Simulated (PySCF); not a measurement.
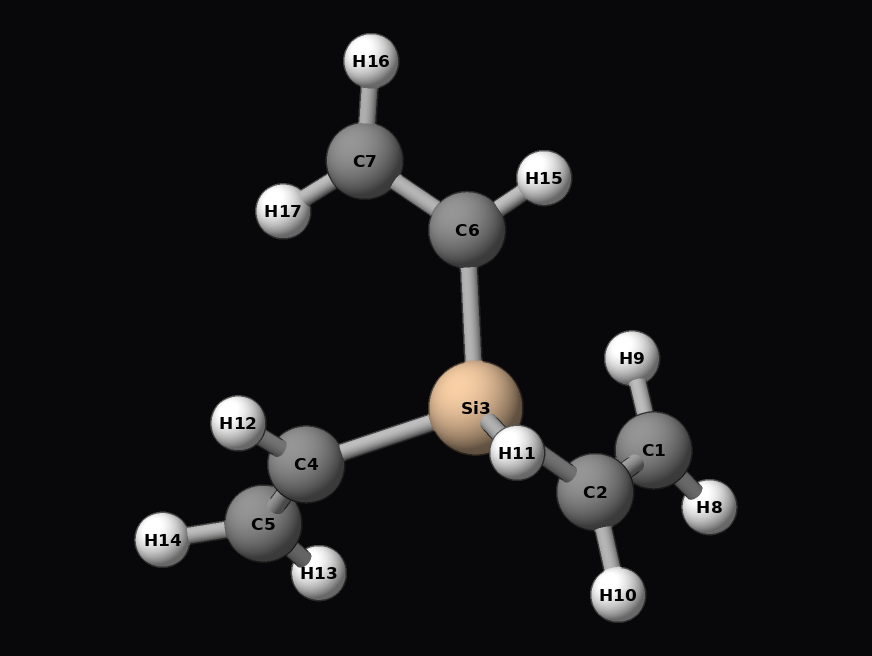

Geometry: a frame of a GFN2-xTB molecular-dynamics simulation, not a minimum. Level of theory: GIAO PBE0/pcSseg-1 NMR shielding, non-relativistic, gas phase (PySCF 2.14.0). Principal shieldings σ11 ≤ σ22 ≤ σ33, span Ω = σ33 − σ11, skew κ = 3(σiso − σ22)/Ω.

Give the shielding tensors of the Si atoms.

| atom | σ11 | σ22 | σ33 | σiso | Ω | κ |
| --- | --- | --- | --- | --- | --- | --- |
| Si3 | 353.4 | 390.7 | 426.1 | 390.0 | 72.7 | −0.03 |

Shieldings and span in ppm.
